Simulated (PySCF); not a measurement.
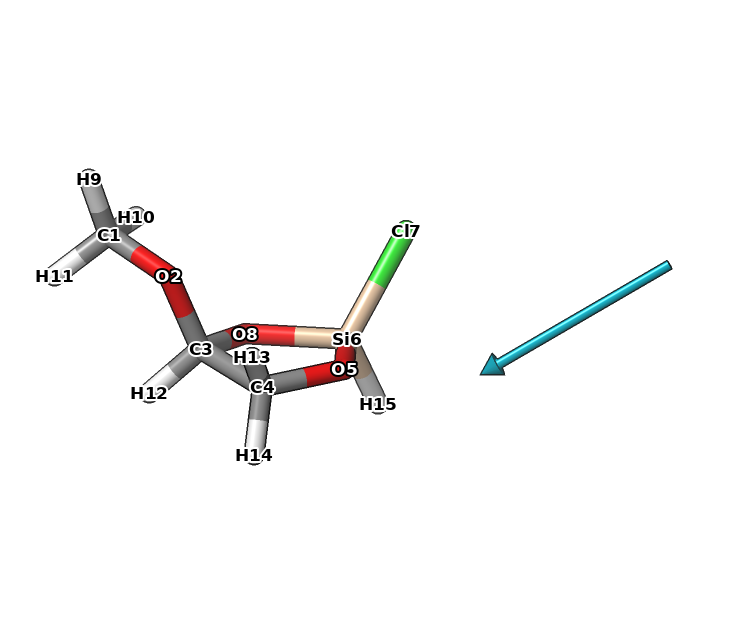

The arrow beside the molecule shows the direction of the dipole moment, from the negative to the positive end (its length means nothing). The geometry was computed by an optimisation with GFN2-xTB. No frequency run is at hand to confirm it as a minimum. Level of theory: B3LYP/def2-SVPD, gas phase (PySCF 2.14.0).

Q: How large is the dipole moment?

A: 1.96 D; it points from the side of Cl7 to the side of H11 (the outermost atoms at the two ends).

The geometry is semi-empirical. Around Si such bond lengths and angles can be off by a tenth of an ångström or more and by several degrees, and values that hang on the shape move with them.
